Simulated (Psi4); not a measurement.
**triplet [BCl2]+: levels of theory compared**

Wanted: a comparison of 3 runs (UB3LYP/6-31G*, U-wB97X-V/cc-pVTZ, UTPSSh/cc-pVTZ) of triplet [BCl2]+. 

The calculation is run with Psi4 1.11.

1 further run of the same task is left out (it didn't finish).

## (1) The system as given

[BCl2]+ has 3 atoms, charge +1, and is taken as a triplet. As SMILES of the parent species, `Cl[B+]Cl`. The shape is that of a PBE0-D4/def2-TZVP optimisation. That shape belongs to the parent species and isn't relaxed for this state.

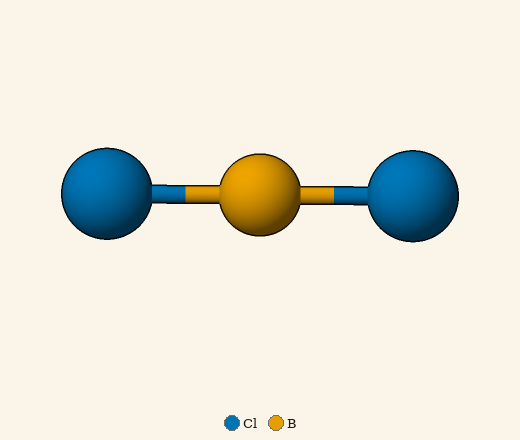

Viewed from a chosen angle; chlorine blue, boron amber.

## (2) A single-point energy at UB3LYP/6-31G(d) (spherical functions) (run 1)

job.json reads:

```json
{
  "schema_name": "qcschema_input",
  "schema_version": 1,
  "molecule": {
    "schema_name": "qcschema_molecule",
    "schema_version": 2,
    "symbols": ["Cl", "B", "Cl"],
    "geometry": [-2.39602155, 1.48472002, -1.14385122, 1.89e-05, 3.779e-05, 0.0, 2.39600265, -1.48475782, 1.14383233],
    "molecular_charge": 1,
    "molecular_multiplicity": 3,
    "fix_symmetry": "c1"
  },
  "driver": "energy",
  "model": {
    "method": "b3lyp",
    "basis": "6-31G*"
  },
  "keywords": {
    "reference": "uks",
    "puream": true,
    "e_convergence": 1e-09,
    "d_convergence": 1e-08,
    "scf_type": "pk",
    "dft_radial_points": 99,
    "dft_spherical_points": 590,
    "maxiter": 100,
    "scf_properties": ["WIBERG_LOWDIN_INDICES", "DIPOLE", "QUADRUPOLE"]
  }
}
```

Run with:

```console
$ psi4 --qcschema job.json -n 1 --memory 2200MB
```

stdout:

```text
[...]
  Running in c1 symmetry.
[...]
  Nuclear repulsion =  103.386300939243597
[...]
  Multiplicity = 3
[...]
  Nalpha       = 20
  Nbeta        = 18
[...]
    Number of basis functions: 50
[...]
   @UKS iter   1:  -944.71128421270316    6.71505e-01   3.55500e-03 ADIIS/DIIS
[...]
   @UKS iter  13:  -944.73349704298948   -2.95586e-12   6.15606e-09 DIIS
[...]
   @S^2 Observed:                2.004629087E+00
[...]
  @UKS Final Energy:  -944.73349704298948
   => Energetics <=
    Nuclear Repulsion Energy =            103.3863009392435970
    One-Electron Energy =               -1497.4742269118503373
    Two-Electron Energy =                 497.9285850477986060
    DFT Exchange-Correlation Energy =     -48.5741561181814347
    Empirical Dispersion Energy =           0.0000000000000000
    VV10 Nonlocal Energy =                  0.0000000000000000
    Total Energy =                       -944.7334970429894838
[...]
 Multipole Moments:
 ------------------------------------------------------------------------------------
     Multipole            Electronic (a.u.)      Nuclear  (a.u.)        Total (a.u.)
 ------------------------------------------------------------------------------------
 L = 1.  Multiply by 2.5417464519 to convert [e a0] to [Debye]
 Dipole X            :         -0.0000230           -0.0000192           -0.0000422
 Dipole Y            :          0.0000067           -0.0000033            0.0000033
 Dipole Z            :          0.0000024            0.0000005            0.0000029
 Magnitude           :                                                    0.0000424
 L = 2.  Multiply by 1.3450342976 to convert [e a0^2] to [Debye ang]
 Quadrupole XX       :        -19.8107330            0.0000002          -19.8107329
 Quadrupole XY       :          0.0049781            0.0000000            0.0049781
[...]
```

The result, in JSON:

```text
{
 "driver": "energy",
 "model": {
  "method": "b3lyp",
  "basis": "6-31G*"
 },
 "success": true,
 "return_result": -944.7334970429895,
 "properties": {
  "calcinfo_nbasis": 50,
  "calcinfo_nmo": 50,
  "calcinfo_nalpha": 20,
  "calcinfo_nbeta": 18,
  "calcinfo_natom": 3,
  "nuclear_repulsion_energy": 103.3863009392436,
  "return_energy": -944.7334970429895,
  "scf_one_electron_energy": -1497.4742269118503,
  "scf_two_electron_energy": 497.9285850477986,
  "scf_xc_energy": -48.574156118181435,
  "scf_dipole_moment": [-4.216833033973055e-05, 3.3413199953403466e-06, 2.9089767084325647e-06],
  "scf_total_energy": -944.7334970429895,
  "scf_iterations": 13
 }
}
```

Wall time 15 s (1 thread of Intel Xeon at 2.50GHz (Skylake/Cascade Lake), shared host); peak memory 0.42 GiB.

## (3) A single-point energy at U-wB97X-V/cc-pVTZ (run 2)

job.py reads:

```python
import psi4

psi4.set_memory('2200 MB')
psi4.set_num_threads(1)
psi4.set_output_file('bcl2.out', False)

m = psi4.geometry("""
1 3
Cl    -1.267920     0.785680    -0.605300
B      0.000010     0.000020     0.000000
Cl     1.267910    -0.785700     0.605290
symmetry c1
""")

options = {'basis': 'cc-pVTZ', 'reference': 'uks', 'puream': True, 'e_convergence': 1e-09, 'd_convergence': 1e-08, 'scf_type': 'pk', 'dft_radial_points': 99, 'dft_spherical_points': 590, 'maxiter': 100}
psi4.set_options(options)

e_tot, wfn = psi4.energy('wb97x-v', molecule=m, return_wfn=True)
print('E =', round(e_tot, 9))
```

Run with:

```console
$ python job.py
```

bcl2.out:

```text
[...]
  Running in c1 symmetry.
[...]
  Nuclear repulsion =  103.386300936329633
[...]
  Multiplicity = 3
[...]
  Nalpha       = 20
  Nbeta        = 18
[...]
    Number of basis functions: 98
[...]
   @UKS iter   1:  -944.61527406812252    5.04709e-01   1.69320e-03 ADIIS/DIIS
[...]
   @UKS iter  16:  -944.63531609766198   -5.00222e-12   3.72388e-09 DIIS
[...]
   @S^2 Observed:                2.006218585E+00
[...]
  @UKS Final Energy:  -944.63531609766198
   => Energetics <=
    Nuclear Repulsion Energy =            103.3863009363296328
    One-Electron Energy =               -1497.3711322473677683
    Two-Electron Energy =                 494.5648565901761344
    DFT Exchange-Correlation Energy =     -45.3747467065986640
    Empirical Dispersion Energy =           0.0000000000000000
    VV10 Nonlocal Energy =                  0.1594053297986583
    Total Energy =                       -944.6353160976619847
[...]
 Multipole Moments:
 ------------------------------------------------------------------------------------
     Multipole            Electronic (a.u.)      Nuclear  (a.u.)        Total (a.u.)
 ------------------------------------------------------------------------------------
 L = 1.  Multiply by 2.5417464519 to convert [e a0] to [Debye]
 Dipole X            :         -0.0000194           -0.0000192           -0.0000386
 Dipole Y            :          0.0000087           -0.0000033            0.0000053
 Dipole Z            :          0.0000105            0.0000005            0.0000110
 Magnitude           :                                                    0.0000405
[...]
```

The script printed:

```text
E = -944.635316098
```

Wall time 1.9 min (1 thread of Intel Xeon at 2.50GHz (Skylake/Cascade Lake), shared host); peak memory 1.1 GiB.

## (4) Energy and forces at UTPSSh/cc-pVTZ (run 3)

job.py reads:

```python
import psi4

psi4.set_memory('2200 MB')
psi4.set_num_threads(1)
psi4.core.set_output_file('bcl2.out', False)

m = psi4.geometry("""
1 3
Cl    -1.267920     0.785680    -0.605300
B      0.000010     0.000020     0.000000
Cl     1.267910    -0.785700     0.605290
symmetry c1
no_reorient
no_com
""")

psi4.set_options({
    'basis': 'cc-pVTZ',
    'reference': 'uks',
    'puream': True,
    'e_convergence': 1e-09,
    'd_convergence': 1e-08,
    'scf_type': 'pk',
    'dft_radial_points': 99,
    'dft_spherical_points': 590,
    'maxiter': 100,
})

energy_value, wavefunction = psi4.gradient("tpssh", molecule=m, return_wfn=True)
psi4.oeprop(wavefunction, "MAYER_INDICES", "DIPOLE", "MULLIKEN_CHARGES")
print('gradient / Eh bohr^-1')
print(energy_value.np.round(6))
print(f'energy = {wavefunction.energy():.10f} Eh')
for k, v in sorted(psi4.core.scalar_variables().items()):
    print(f'{k:45s} {v:18.10f}')
```

Run with:

```console
$ python job.py
```

bcl2.out:

```text
[...]
  Running in c1 symmetry.
[...]
  Nuclear repulsion =  103.386300936329633
[...]
  Multiplicity = 3
[...]
  Nalpha       = 20
  Nbeta        = 18
[...]
    Number of basis functions: 98
[...]
   @UKS iter   1:  -944.76025044814219    6.49887e-01   3.85083e-03 DIIS/ADIIS
[...]
   @UKS iter  12:  -944.83615900874986   -1.59162e-12   5.72694e-09 DIIS
[...]
   @S^2 Observed:                2.007790778E+00
[...]
  @UKS Final Energy:  -944.83615900874986
   => Energetics <=
    Nuclear Repulsion Energy =            103.3863009363296328
    One-Electron Energy =               -1497.5823530214556740
    Two-Electron Energy =                 503.7916618180038881
    DFT Exchange-Correlation Energy =     -54.4317687416278133
    Empirical Dispersion Energy =           0.0000000000000000
    VV10 Nonlocal Energy =                  0.0000000000000000
    Total Energy =                       -944.8361590087499735
[...]
  -Total Gradient:
     Atom            X                  Y                   Z
    ------   -----------------  -----------------  -----------------
       1        0.049343262839    -0.030570730387     0.023555855914
       2       -0.000005755400    -0.000008147490    -0.000002104745
       3       -0.049337510880     0.030578871165    -0.023553752331
[...]
  Mulliken Charges: (a.u.)
   Center  Symbol    Alpha    Beta     Spin     Total
       1    CL     8.53410  7.95072  0.58337  0.51518
       2     B     2.93181  2.09856  0.83325 -0.03037
       3    CL     8.53410  7.95072  0.58338  0.51518
   Total alpha = 20.00000, Total beta = 18.00000, Total charge =  1.00000
  Mayer Bond Indices:
  Total Bond Index:
  Irrep: 1 Size: 3 x 3
[...]
```

Standard output:

```text
gradient / Eh bohr^-1
[[ 4.9343e-02 -3.0571e-02  2.3556e-02]
 [-6.0000e-06 -8.0000e-06 -2.0000e-06]
 [-4.9338e-02  3.0579e-02 -2.3554e-02]]
energy = -944.8361590087 Eh
CURRENT ENERGY                                   -944.8361590087
CURRENT REFERENCE ENERGY                         -944.8361590087
DD SOLVATION ENERGY                                 0.0000000000
DFT FUNCTIONAL TOTAL ENERGY                      -944.8361590087
DFT TOTAL ENERGY                                 -944.8361590087
DFT VV10 ENERGY                                     0.0000000000
DFT XC ENERGY                                     -54.4317687416
GRID ELECTRONS ALPHA                               20.0000001133
GRID ELECTRONS BETA                                18.0000001024
GRID ELECTRONS TOTAL                               38.0000002156
NUCLEAR REPULSION ENERGY                          103.3863009363
ONE-ELECTRON ENERGY                             -1497.5823530215
PCM POLARIZATION ENERGY                             0.0000000000
PE ENERGY                                           0.0000000000
SCF ITERATION ENERGY                             -944.8361590087
SCF ITERATIONS                                     12.0000000000
SCF TOTAL ENERGY                                 -944.8361590087
TWO-ELECTRON ENERGY                               503.7916618180
XC GRID RADIAL POINTS                              99.0000000000
XC GRID SPHERICAL POINTS                          590.0000000000
XC GRID TOTAL POINTS                           164134.0000000000
```

It took 2.9 min on 1 thread of Intel Xeon at 2.50GHz (Skylake/Cascade Lake), shared host; peak memory 1.1 GiB.

## (5) All runs side by side

```csv
run,level,task,energy (Eh),HOMO energy (eV),⟨S²⟩,wall time
1,UB3LYP/6-31G* (spherical functions),energy,-944.733497,-10.52,2.005,15 s
2,U-wB97X-V/cc-pVTZ,energy,-944.635316,-12.91,2.006,1.9 min
3,UTPSSh/cc-pVTZ,gradient,-944.836159,-10.24,2.008,2.9 min
```

## (6) What came out

| quantity | value |
| --- | --- |
| run 3: total energy | -944.83616 Eh |
| run 3: HOMO energy (highest over α and β) | -10.24 eV |
| run 3: ⟨S²⟩ | 2.008 |
| run 3: largest force on an atom | 3.221 eV/Å |

What this shows: Totals of different functionals can't be ranked against each other. All runs together took 5.1 min, the longest 2.9 min.
